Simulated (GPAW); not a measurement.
# Quasiparticle gap of FeAs2 (Lollingite) in GPAW

How does a plane-wave GW calculation on FeAs2 (Lollingite) run from the first input to the gap?

Main program and level: GPAW 26.7.0; LDA and many-body steps on it, plane waves.

**What was measured.**

- Gap 0.2 eV: transport gap from activated resistivity above 200 K, current along a; electrical resistivity, Arrhenius fit; bulk crystal (single crystal grown by chemical vapor transport) (“Huge Thermoelectric Power Factor: FeSb2 versus FeAs2 and RuSb2”, 2009, arxiv:0910.0784).

**1. The starting structure**

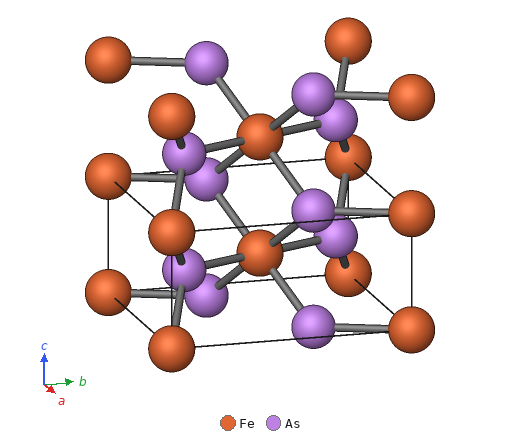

The starting structure, seen slightly off an axis (iron orange, arsenic purple). 1×1×2 cells are drawn. Some periodic images of atoms are drawn too.

The cell and positions come from the Crystallography Open Database and are kept as given unless a step says otherwise.

**2. Ground state**

This step: GPAW 26.7.0; DFT, LDA, plane waves, PAW.

The ground-state density comes first.

File run.py:

```python
import json
import numpy as np
from gpaw.mpi import world
from ase import Atoms
from gpaw import GPAW, PW, FermiDirac

atoms = Atoms(['Fe', 'Fe', 'As', 'As', 'As', 'As'],
    cell=[[5.3012000000, 0.0000000000, 0.0000000000],
      [0.0000000000, 5.9858000000, 0.0000000000],
      [0.0000000000, 0.0000000000, 2.8822000000]],
    scaled_positions=[[0.0000000000, 0.0000000000, 0.0000000000],
      [0.5000000000, 0.5000000000, 0.5000000000],
      [0.1763000000, 0.3624000000, 0.0000000000],
      [0.8237000000, 0.6376000000, 0.0000000000],
      [0.6763000000, 0.1376000000, 0.5000000000],
      [0.3237000000, 0.8624000000, 0.5000000000]],
    pbc=(True, True, True))
calc = GPAW(mode=PW(600),
    xc='LDA',
    kpts={'size': (4, 4, 8), 'gamma': True},
    occupations=FermiDirac(0.001),
    nbands=-9,
    convergence={'density': 1e-6, 'bands': -3},
    maxiter=100,
    txt='gs.txt')
atoms.calc = calc
res = {'energy': atoms.get_potential_energy()}
kpts = calc.get_ibz_k_points()
res['kpts'] = kpts
res['eigenvalues'] = [calc.get_eigenvalues(kpt=k) for k in range(len(kpts))]
res['n_electrons'] = calc.get_number_of_electrons()
calc.write('gs.gpw')

if world.rank == 0:
    with open('result.json', 'w') as f:
        json.dump(res, f, default=lambda x: x.tolist())
```

Started as:

```console
$ mpirun -n 4 gpaw python run.py
```

The program printed:

```text
__  _  _
 | _ |_)|_||  |
 |__||  | ||/\| - 26.7.0

Input parameters:
  mode=PW(ecut=600.0),
  convergence={'density': 1e-06, 'bands': -3},
  kpts=MonkhorstPack(size=(4, 4, 8), gamma=True),
  maxiter=100,
  nbands=-9,
  occupations=Occupations(name='fermi-dirac', width=0.001, fixmagmom=False),
  xc=XC(name='LDA')
  [... matrices ...]
Diagonalizing LCAO Hamiltonian
Converting LCAO to pw mode
     .------------.
    /|            |
   / |            |
  /  |   As       |
 *   .---Fe-------.
 |  /     As  As /
 | /            /
 |/  As        /
 Fe-----------*

Atoms  # Å, Bohr magnetons
|   | symbol |        x |        y |        z |    initial magnetic moments |
| 0 |     Fe | 0.000000 | 0.000000 | 0.000000 | ( 0.0000,  0.0000,  0.0000) |
| 1 |     Fe | 2.650600 | 2.992900 | 1.441100 | ( 0.0000,  0.0000,  0.0000) |
| 2 |     As | 0.934602 | 2.169254 | 0.000000 | ( 0.0000,  0.0000,  0.0000) |
| 3 |     As | 4.366598 | 3.816546 | 0.000000 | ( 0.0000,  0.0000,  0.0000) |
| 4 |     As | 3.585202 | 0.823646 | 1.441100 | ( 0.0000,  0.0000,  0.0000) |
| 5 |     As | 1.715998 | 5.162154 | 1.441100 | ( 0.0000,  0.0000,  0.0000) |

Unit cell  # Å
| periodic |        x |        y |        z |  lengths |    angles |
|      yes | 5.301200 | 0.000000 | 0.000000 | 5.301200 | 90.000000 |
|      yes | 0.000000 | 5.985800 | 0.000000 | 5.985800 | 90.000000 |
|      yes | 0.000000 | 0.000000 | 2.882200 | 2.882200 | 90.000000 |

Number of symmetries: 4
Symmetry operations  # r_c * U_cc + t_c -> r_c
|   | kind |            matrix            |
| 0 |  E   |  1, 0, 0,  0, 1, 0,  0, 0, 1 |
| 1 |  σ   |  1, 0, 0,  0, 1, 0,  0, 0,-1 |
| 2 |  C2  | -1, 0, 0,  0,-1, 0,  0, 0, 1 |
| 3 |  i   | -1, 0, 0,  0,-1, 0,  0, 0,-1 |

BZ-sampling:
  Number of BZ points: 128
  Number of IBZ points: 50

  Monkhorst-Pack size: [4, 4, 8]
  Monkhorst-Pack shift: [0.125, 0.125, 0.0625]

K-points  # in reciprocal-cell coordinates
|     |                                coordinates |     weight |
|   0 | (  0.00000000,   0.00000000,   0.00000000) | 0.00781250 |
|   1 | (  0.00000000,   0.00000000,   0.12500000) | 0.01562500 |
|   2 | (  0.00000000,   0.00000000,   0.25000000) | 0.01562500 |
|   3 | (  0.00000000,   0.00000000,   0.37500000) | 0.01562500 |
|   4 | (  0.00000000,   0.00000000,   0.50000000) | 0.00781250 |
|   5 | (  0.00000000,   0.25000000,   0.00000000) | 0.01562500 |
|   6 | (  0.00000000,   0.25000000,   0.12500000) | 0.03125000 |
|   7 | (  0.00000000,   0.25000000,   0.25000000) | 0.03125000 |
|   8 | (  0.00000000,   0.25000000,   0.37500000) | 0.03125000 |
|   9 | (  0.00000000,   0.25000000,   0.50000000) | 0.01562500 |
| ... |                                            |            |
|  49 | (  0.50000000,   0.50000000,   0.50000000) | 0.00781250 |

Plane wave coefficients: 3076
Cutoff: 600.0 eV

Spin-components: 1 (collinear spins)
Bands:           27
Projectors:      32
Spin-degeneracy: 2
Datatype:        complex128

  Storage: CPU
  Wave functions: 65_080_800 bytes (16_270_200 per core)
  Projectors: 62_670_400 bytes (15_667_600 per core)
  [... matrices ...]
Parallelization:
  kpt:    4
  domain: 1
  band:   1

Density:
  Valence electrons: 36.0
  Components: 1
  Grid points: [30 35 18]
  Charge: 0.0  # |e|

Potential:
  Grid points: [30 35 18]

species:
  Fe:
    name:    Iron
    Z:       26.0
    valence: 8
    core:    18
    charge:  0.0  # [|e|]
    compensation charges:
      type: gauss
      rc: 0.33  # [Å]
      lmax: 2
    cutoffs:
      filter: 2.06  # [Å]
      core: 2.67  # [Å]
    projectors
    | kind |    occ | energy [eV] | rcut [Å] |
    |   4s |  2.000 |      -5.481 |    1.164 |
    |   4p |  0.000 |      -1.431 |    1.058 |
    |   3d |  6.000 |      -7.753 |    1.058 |
    |    s |        |      21.730 |    1.164 |
    |    p |        |      25.780 |    1.058 |
    |    d |        |      19.459 |    1.058 |

    Using partial waves for Fe as LCAO basis

  As:
    name:    Arsenic
    Z:       33.0
    valence: 5
    core:    28
    charge:  0.0  # [|e|]
    compensation charges:
      type: gauss
      rc: 0.33  # [Å]
      lmax: 2
    cutoffs:
      filter: 1.87  # [Å]
      core: 2.96  # [Å]
    projectors
    | kind |    occ | energy [eV] | rcut [Å] |
    |   4s |  2.000 |     -14.691 |    1.058 |
    |   4p |  3.000 |      -5.342 |    1.058 |
    |    s |        |      12.520 |    1.058 |
    |    p |        |      21.869 |    1.058 |
    |    d |        |       0.000 |    1.058 |

    Using partial waves for As as LCAO basis

Reference energy: -314795.510037  # eV

eigensolver:
  PPCG
  Converge bands: -3
  niter=2

density mixing:
  MSR1-Mixer
  Pratt-step length: 0.05
  Maximum mixing coefficient: 0.75
  Old densities: 10
  SVD Regularization: 0.005
  Good broyden scale: 1.0
  Trust region scale: 1.0
  Backstep threshold: 4.0
  History deletion threshold: 6.0
  Fourier metric: weight=20.0, sigma=0.015

occupation numbers:
  Fermi-Dirac:
    width: 0.0010  # eV

poisson solver:
  ecut: 4800.0  # eV

xc functional:
  name: None

Initialization done in: 1.317 s

convergence criteria:
- Maximum integral of absolute [dens]ity change: 1e-06 electrons / valence electron
- Maximum [total energy] change in last 3 cyles: 0.0005 eV / valence electron
- Maximum integral of absolute [eigenst]ate change: 4e-08 eV^2 / valence electron
maximum number of iterations: 100

SCF iterations
|iter     |     time |      energy | eigst |  dens |
|iter:   1|  |  -47.255026 | +0.75 |       |
|iter:   2|  |  -45.346055 | -0.74 | -0.77 |
|iter:   3|  |  -44.705140 | -1.17 | -0.97 |
|iter:   4|  |  -44.304513 | -1.87 | -1.13 |
|iter:   5|  |  -44.115026 | -1.85 | -1.33 |
|iter:   6|  |  -44.144888 | -2.07 | -1.81 |
|iter:   7|  |  -44.107855 | -2.32 | -1.74 |
|iter:   8|  |  -44.104435 | -3.02 | -2.02 |
|iter:   9|  |  -44.104856c| -3.86 | -2.48 |
|iter:  10|  |  -44.104893c| -4.48 | -2.84 |
|iter:  11|  |  -44.104891c| -5.20 | -3.59 |
|iter:  12|  |  -44.104892c| -5.69 | -3.98 |
|iter:  13|  |  -44.104892c| -6.19 | -4.27 |
|iter:  14|  |  -44.104892c| -6.73 | -4.66 |
|iter:  15|  |  -44.104892c| -7.10 | -5.27 |
|iter:  16|  |  -44.104892c| -7.43c| -5.68 |
|iter:  17|  |  -44.104892c| -7.65c| -6.04c|

Converged in 17 steps
SCF loop duration: 27.954 s (1.644 s/step)
Energy contributions relative to reference atoms: (reference = -314795.510037)
  [... matrices ...]
Energy contributions:
  Kinetic:          48.216673
  Coulomb:         -42.408469
  Zero:              0.100806
  External:          0.000000
  Xc:              -50.013903
  Entropy:          -0.000000
  Spinorbit:         0.000000
  ----------------------------
  Free energy:     -44.104892
  Extrapolated:    -44.104892

dipole moment: (-13.021592, -14.703208, -26.250768)  # |e|*Ang

Fermi level: 8.798
Eigenvalues  # (at kpt = [0.000, 0.000, 0.000])
| band index |      eig [eV] | occ [0-2] |
|          0 |        -5.750 |     2.000 |
|        ... |               |           |
|         10 |         6.980 |     2.000 |
|         11 |         7.368 |     2.000 |
|         12 |         7.536 |     2.000 |
|         13 |         7.553 |     2.000 |
|         14 |         8.070 |     2.000 |
|         15 |         8.422 |     2.000 |
|         16 |         8.473 |     2.000 |
|         17 |         8.558 |     2.000 |
|         18 |        10.237 |     0.000 |
[...]
|         22 |        13.372 |     0.000 |
|         23 |        13.555 |     0.000 |
|         24 |        15.014 |     0.000 |
|         25 |        15.029 |     0.000 |
|         26 |        15.320 |     0.000 |

Gap: 0.265 eV
Transition (v -> c):
  (s=0, k=11, n=17, [0.00, 0.50, 0.12]) -> (s=0, k=2, n=18, [0.00, 0.00, 0.25])
Direct/indirect transitions are different
Direct gap: 0.426 eV
Transition at: (s=0, k=7, n=17, [0.00, 0.25, 0.25])
# Writing to gs.gpw (mode='')
  [... matrices ...]
```

The job ended after 31 s (4 MPI ranks of Arm Neoverse V2, shared host; peak memory 0.81 GiB).

This step gave:

```yaml
total_energy: -44.10 eV
gap: 0.2645 eV
k_of_the_valence_top: 0, 0.5, 0.125
k_of_the_conduction_bottom: 0, 0, 0.25
least_direct_gap: 0.4265 eV
```

The gap is indirect, with the least direct gap 0.16 eV higher.

**3. Bands along the symmetry lines**

Levels along a band path, at the cheap level, show where the edges lie and whether the meshes to come will hold them.

File run.py:

```python
import json
import numpy as np
from gpaw.mpi import world
from gpaw import GPAW

path = [[0.000000, 0.000000, 0.000000],
    [0.062500, 0.000000, 0.000000],
    [0.125000, 0.000000, 0.000000],
    [0.187500, 0.000000, 0.000000],
    [0.250000, 0.000000, 0.000000],
    [0.312500, 0.000000, 0.000000],
    [0.375000, 0.000000, 0.000000],
    [0.437500, 0.000000, 0.000000],
    [0.500000, 0.000000, 0.000000],
    [0.500000, 0.062500, 0.000000],
    [0.500000, 0.125000, 0.000000],
    [0.500000, 0.187500, 0.000000],
    [0.500000, 0.250000, 0.000000],
    [0.500000, 0.312500, 0.000000],
    [0.500000, 0.375000, 0.000000],
    [0.500000, 0.437500, 0.000000],
    [0.500000, 0.500000, 0.000000],
    [0.437500, 0.500000, 0.000000],
    [0.375000, 0.500000, 0.000000],
    [0.312500, 0.500000, 0.000000],
    [0.250000, 0.500000, 0.000000],
    [0.187500, 0.500000, 0.000000],
    [0.125000, 0.500000, 0.000000],
    [0.062500, 0.500000, 0.000000],
    [0.000000, 0.500000, 0.000000],
    [0.000000, 0.437500, 0.000000],
    [0.000000, 0.375000, 0.000000],
    [0.000000, 0.312500, 0.000000],
    [0.000000, 0.250000, 0.000000],
    [0.000000, 0.187500, 0.000000],
    [0.000000, 0.125000, 0.000000],
    [0.000000, 0.062500, 0.000000],
    [0.000000, 0.000000, 0.000000],
    [0.000000, 0.000000, 0.062500],
    [0.000000, 0.000000, 0.125000],
    [0.000000, 0.000000, 0.187500],
    [0.000000, 0.000000, 0.250000],
    [0.000000, 0.000000, 0.312500],
    [0.000000, 0.000000, 0.375000],
    [0.000000, 0.000000, 0.437500],
    [0.000000, 0.000000, 0.500000],
    [0.062500, 0.000000, 0.500000],
    [0.125000, 0.000000, 0.500000],
    [0.187500, 0.000000, 0.500000],
    [0.250000, 0.000000, 0.500000],
    [0.312500, 0.000000, 0.500000],
    [0.375000, 0.000000, 0.500000],
    [0.437500, 0.000000, 0.500000],
    [0.500000, 0.000000, 0.500000],
    [0.500000, 0.062500, 0.500000],
    [0.500000, 0.125000, 0.500000],
    [0.500000, 0.187500, 0.500000],
    [0.500000, 0.250000, 0.500000],
    [0.500000, 0.312500, 0.500000],
    [0.500000, 0.375000, 0.500000],
    [0.500000, 0.437500, 0.500000],
    [0.500000, 0.500000, 0.500000],
    [0.437500, 0.500000, 0.500000],
    [0.375000, 0.500000, 0.500000],
    [0.312500, 0.500000, 0.500000],
    [0.250000, 0.500000, 0.500000],
    [0.187500, 0.500000, 0.500000],
    [0.125000, 0.500000, 0.500000],
    [0.062500, 0.500000, 0.500000],
    [0.000000, 0.500000, 0.500000],
    [0.000000, 0.437500, 0.500000],
    [0.000000, 0.375000, 0.500000],
    [0.000000, 0.312500, 0.500000],
    [0.000000, 0.250000, 0.500000],
    [0.000000, 0.187500, 0.500000],
    [0.000000, 0.125000, 0.500000],
    [0.000000, 0.062500, 0.500000],
    [0.000000, 0.000000, 0.500000],
    [0.500000, 0.000000, 0.000000],
    [0.500000, 0.000000, 0.062500],
    [0.500000, 0.000000, 0.125000],
    [0.500000, 0.000000, 0.187500],
    [0.500000, 0.000000, 0.250000],
    [0.500000, 0.000000, 0.312500],
    [0.500000, 0.000000, 0.375000],
    [0.500000, 0.000000, 0.437500],
    [0.500000, 0.000000, 0.500000],
    [0.000000, 0.500000, 0.000000],
    [0.000000, 0.500000, 0.062500],
    [0.000000, 0.500000, 0.125000],
    [0.000000, 0.500000, 0.187500],
    [0.000000, 0.500000, 0.250000],
    [0.000000, 0.500000, 0.312500],
    [0.000000, 0.500000, 0.375000],
    [0.000000, 0.500000, 0.437500],
    [0.000000, 0.500000, 0.500000],
    [0.500000, 0.500000, 0.000000],
    [0.500000, 0.500000, 0.062500],
    [0.500000, 0.500000, 0.125000],
    [0.500000, 0.500000, 0.187500],
    [0.500000, 0.500000, 0.250000],
    [0.500000, 0.500000, 0.312500],
    [0.500000, 0.500000, 0.375000],
    [0.500000, 0.500000, 0.437500],
    [0.500000, 0.500000, 0.500000]]
calc = GPAW('gs.gpw').fixed_density(kpts=path,
    symmetry='off',
    nbands=28,
    convergence={'bands': 24},
    txt='bands.txt')
res = {}
kpts = calc.get_ibz_k_points()
res['kpts'] = kpts
res['eigenvalues'] = [calc.get_eigenvalues(kpt=k) for k in range(len(kpts))]
res['n_electrons'] = calc.get_number_of_electrons()

if world.rank == 0:
    with open('result.json', 'w') as f:
        json.dump(res, f, default=lambda x: x.tolist())
```

Started as:

```console
$ mpirun -n 4 gpaw python run.py
```

The program printed:

```text
Diagonalizing LCAO Hamiltonian
Converting LCAO to pw mode
convergence criteria:
- Maximum integral of absolute [eigenst]ate change: 4e-08 eV^2 / valence electron
maximum number of iterations: 100

SCF iterations
|iter     |     time |      energy | eigst |  dens |
|iter:   1|  |             | +0.93 |       |
|iter:   2|  |             | -1.54 |       |
|iter:   3|  |             | -2.36 |       |
[...]
|iter:  18|  |             | -7.07 |       |
|iter:  19|  |             | -7.24 |       |
|iter:  20|  |             | -7.42c|       |
SCF steps: 20
  __  _  _
 | _ |_)|_||  |
 |__||  | ||/\| - 26.7.0

Input parameters:
  mode=PW(ecut=600.0),
  convergence={'bands': 24},
  gpts=array([30, 35, 18]),
  kpts=KPoints(kpts=array([[0.    , 0.    , 0.    ],
         [0.0625, 0.    , 0.    ],
         [0.125 , 0.    , 0.    ],
         [0.1875, 0.    , 0.    ],
         [0.25  , 0.    , 0.    ],
         [0.3125, 0.    , 0.    ],
         [0.375 , 0.    , 0.    ],
[...]
[0.5   , 0.0625, 0.    ],
[...]
[0.5   , 0.1875, 0.    ],
[...]
[0.5   , 0.3125, 0.    ],
[...]
[0.    , 0.    , 0.0625],
[...]
[0.    , 0.    , 0.1875],
[...]
[0.    , 0.    , 0.3125],
[...]
[0.1875, 0.5   , 0.5   ],
[...]
[0.0625, 0.5   , 0.5   ],
[...]
[0.    , 0.1875, 0.5   ],
[...]
[0.    , 0.0625, 0.5   ],
[...]
[0.5   , 0.5   , 0.25  ],
         [0.5   , 0.5   , 0.3125],
         [0.5   , 0.5   , 0.375 ],
         [0.5   , 0.5   , 0.4375],
         [0.5   , 0.5   , 0.5   ]])),
  maxiter=100,
  nbands=28,
  occupations=Occupations(name='fermi-dirac', width=0.001, fixmagmom=False),
  parallel={},
  symmetry=Symmetry(point_group=False, time_reversal=False),
  xc=XC(name='LDA')
```

It took 62 s on 4 MPI ranks; peak memory 1 GiB; 4.1 min of CPU time.

Numbers from this step:

- gap: 0.2335 eV
- k of the valence top: 0, 0.5, 0.1875
- k of the conduction bottom: 0, 0, 0.3125
- least direct gap: 0.5751 eV

The gap is 0.234 eV, −0.031 eV from the run before at this level.

The electronic bands at the labelled points (eV, zero at the top of the highest filled band):

| point | band 15 | band 16 | band 17 | band 18 | band 19 | band 20 | band 21 | band 22 |
| --- | --- | --- | --- | --- | --- | --- | --- | --- |
| Γ | -0.56 | -0.21 | -0.16 | -0.07 | 1.61 | 2.47 | 4.21 | 4.72 |
| X | -0.59 | -0.59 | -0.16 | -0.16 | 3.16 | 3.16 | 3.60 | 3.60 |
| S | -1.05 | -1.05 | -0.11 | -0.11 | 1.33 | 1.33 | 4.33 | 4.33 |
| Y | -0.24 | -0.24 | -0.20 | -0.20 | 2.40 | 2.40 | 2.92 | 2.92 |
| Γ | -0.56 | -0.21 | -0.16 | -0.07 | 1.61 | 2.47 | 4.21 | 4.72 |
| Z | -0.93 | -0.93 | -0.33 | -0.33 | 0.52 | 0.52 | 1.86 | 1.86 |
| U | -0.91 | -0.91 | -0.45 | -0.45 | 0.78 | 0.78 | 1.76 | 1.76 |
| R | -0.80 | -0.80 | -0.04 | -0.04 | 0.55 | 0.55 | 2.44 | 2.44 |
| T | -0.94 | -0.94 | -0.40 | -0.40 | 0.49 | 0.49 | 0.86 | 0.86 |
| Z | -0.93 | -0.93 | -0.33 | -0.33 | 0.52 | 0.52 | 1.86 | 1.86 |
| jump to X | -0.59 | -0.59 | -0.16 | -0.16 | 3.16 | 3.16 | 3.60 | 3.60 |
| U | -0.91 | -0.91 | -0.45 | -0.45 | 0.78 | 0.78 | 1.76 | 1.76 |
| jump to Y | -0.24 | -0.24 | -0.20 | -0.20 | 2.40 | 2.40 | 2.92 | 2.92 |
| T | -0.94 | -0.94 | -0.40 | -0.40 | 0.49 | 0.49 | 0.86 | 0.86 |
| jump to S | -1.05 | -1.05 | -0.11 | -0.11 | 1.33 | 1.33 | 4.33 | 4.33 |
| R | -0.80 | -0.80 | -0.04 | -0.04 | 0.55 | 0.55 | 2.44 | 2.44 |

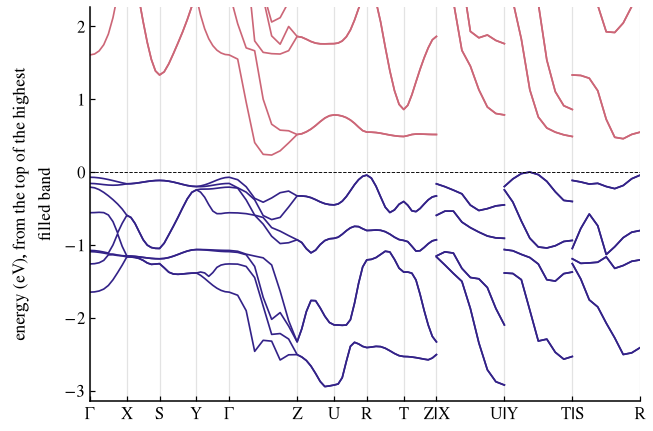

Electronic bands along the path; lines of filled and empty bands in two colours.

**4. Empty states on the mesh, 4×4×6 mesh, 317 bands**

The sums over transitions need many empty states on a uniform mesh; this step solves for them.

File run.py:

```python
import json
import numpy as np
from gpaw.mpi import world
from gpaw import GPAW

calc = GPAW('gs.gpw').fixed_density(kpts={'size': (4, 4, 6), 'gamma': True},
    parallel={'domain': 1, 'band': 1},
    txt='nscf.txt')
calc.diagonalize_full_hamiltonian(nbands=317)
calc.write('full.gpw', mode='all')
res = {}
kpts = calc.get_ibz_k_points()
res['kpts'] = kpts
res['eigenvalues'] = [calc.get_eigenvalues(kpt=k) for k in range(len(kpts))]
res['n_electrons'] = calc.get_number_of_electrons()

if world.rank == 0:
    with open('result.json', 'w') as f:
        json.dump(res, f, default=lambda x: x.tolist())
```

Started as:

```console
$ mpirun -n 4 gpaw python run.py
```

The program printed:

```text
Diagonalizing LCAO Hamiltonian
Converting LCAO to pw mode
convergence criteria:
- Maximum integral of absolute [eigenst]ate change: 4e-08 eV^2 / valence electron
maximum number of iterations: 100

SCF iterations
|iter     |     time |      energy | eigst |  dens |
|iter:   1|  |             | +0.91 |       |
|iter:   2|  |             | -1.45 |       |
|iter:   3|  |             | -2.23 |       |
[...]
|iter:  19|  |             | -7.21 |       |
|iter:  20|  |             | -7.35 |       |
|iter:  21|  |             | -7.41c|       |
SCF steps: 21
  __  _  _
 | _ |_)|_||  |
 |__||  | ||/\| - 26.7.0

Input parameters:
  mode=PW(ecut=600.0),
  convergence={'density': 1e-06, 'bands': -3},
  gpts=array([30, 35, 18]),
  kpts=MonkhorstPack(size=(4, 4, 6), gamma=True),
  maxiter=100,
  nbands=27,
  occupations=Occupations(name='fermi-dirac', width=0.001, fixmagmom=False),
  parallel={'domain': 1, 'band': 1},
  xc=XC(name='LDA')
Matrix size: 3076x3076
# Writing to full.gpw (mode='all')
  [... matrices ...]

timing:  # [seconds]
  Total: 255.247  # ━━━━━━━━━━━━━━━━━━━━━━━━━━━━━━━━━━━━━━━━━━━━━━━━━━━━━━━━━
```

Run time: 4.7 min. Hardware: 4 MPI ranks; peak memory 4.3 GiB.

This step gave:

* gap: 0.2474 eV
* k of the valence top: 0, 0.5, 0.1667
* k of the conduction bottom: 0, 0, 0.3333
* least direct gap: 0.4546 eV
* k points computed: 40
* lowest point of the top converged band, above the valence top: 112.9689 eV

On this mesh the gap is 0.247 eV.

(Part 1 of 2 ends here.)

[Paths, hosts, dates, memory and timing lines, banners, echoed tables and standing remarks are left out of the program output.]

[Logs are printed without paths, hosts, clocks, repeated set-up lines and the standing remarks that a program may print on its own settings, such as how far it seeks lower states.]

[Runs of the session that timed out or met a known fault of the program may be left out.]

[Hosts, paths, dates, database ids (printed as entryN), source tags and the programs' standing remarks are cut or masked in the printed files.]
